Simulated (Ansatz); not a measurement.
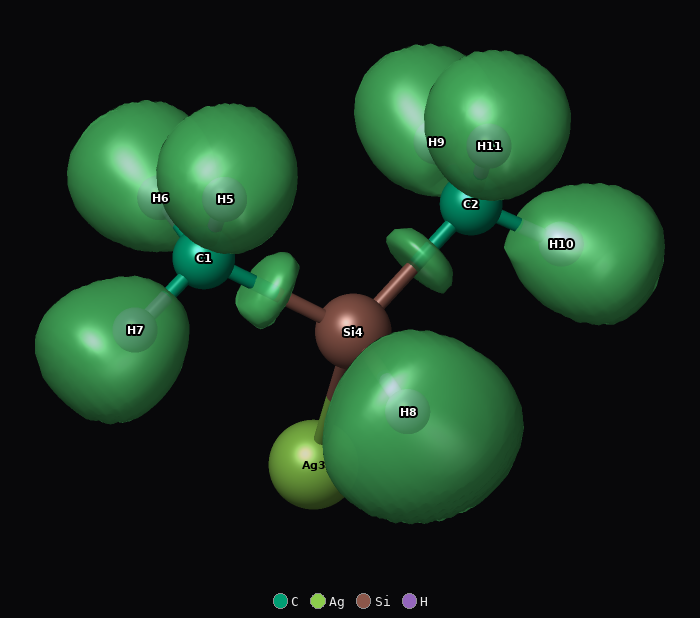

Figure 1: C2H7AgSi (SMILES C[SiH](C)[Ag]). Isosurface of the ELF at 0.9 (green), seen at a tilt. Only the valence region is drawn (cores and ρ < 0.01 e/Å³ removed).

Geometry: PBE0-D3(BJ)/def2-SVP; core potentials replace the inner electrons of Ag.

Method: isolated molecule in a Gaussian basis; Kohn-Sham density functional theory, functional PBE0 (Ansatz 0.2.0).

```yaml
atoms:
  - { symbol: C, position_ang: [-2.3959, 0.0662, -0.0234] }
  - { symbol: C, position_ang: [0.1134, 0.1335, -1.8186] }
  - { symbol: Ag, position_ang: [-2.8289, 1.5983, -3.2238] }
  - { symbol: Si, position_ang: [-1.7700, -0.0394, -1.8051] }
  - { symbol: H, position_ang: [-1.9108, -0.7069, 0.5960] }
  - { symbol: H, position_ang: [-2.1708, 1.0494, 0.4173] }
  - { symbol: H, position_ang: [-3.4842, -0.0875, 0.0268] }
  - { symbol: H, position_ang: [-2.1075, -1.4081, -2.3282] }
  - { symbol: H, position_ang: [0.4230, 1.1189, -1.4382] }
  - { symbol: H, position_ang: [0.5170, 0.0199, -2.8359] }
  - { symbol: H, position_ang: [0.5704, -0.6405, -1.1793] }
```

Question: What do the ELF domains correspond to?

Answer: The ELF exceeds this value in two regions between bonded C–Si atoms (shared pairs) and seven regions around hydrogen nuclei. Profiles from the grid: C–Si (1.89 Å): the ELF peaks at about 0.95 between the atoms (localised, covalent bonding). Si–Ag (2.41 Å): the ELF peaks at about 0.80 between the atoms.
